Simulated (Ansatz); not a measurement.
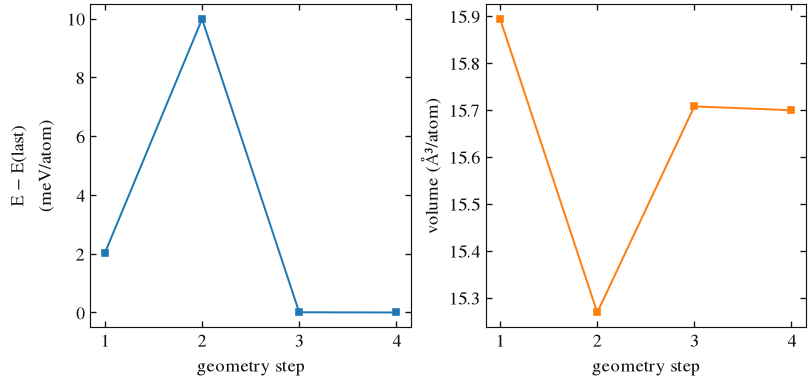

History of a geometry optimisation. Atoms and cell relax. A closing SCF on a freshly chosen basis isn't drawn.

- system: Mo (Im-3m, 2 atoms in the cell)
- method: DFT, PAW plane waves, r2SCAN, spin-orbit in Ansatz; cutoff 500 eV, 8×4×8 k-mesh, Fermi–Dirac smearing of 0.0544 eV

**How did the optimisation end?**

The optimisation met its thresholds at geometry 4, counting the start as the first. The energy fell by about 2 meV/atom from the first step to the last. Step 2 went uphill and was rejected by the line search. All forces vanish by symmetry, so only the cell moves.

**Was the starting cell too large or too small?**

The volume shrinks from 15.89 to 15.70 Å³ per atom (−1.2 %), overshooting to 15.27 at step 2. The start was expanded.
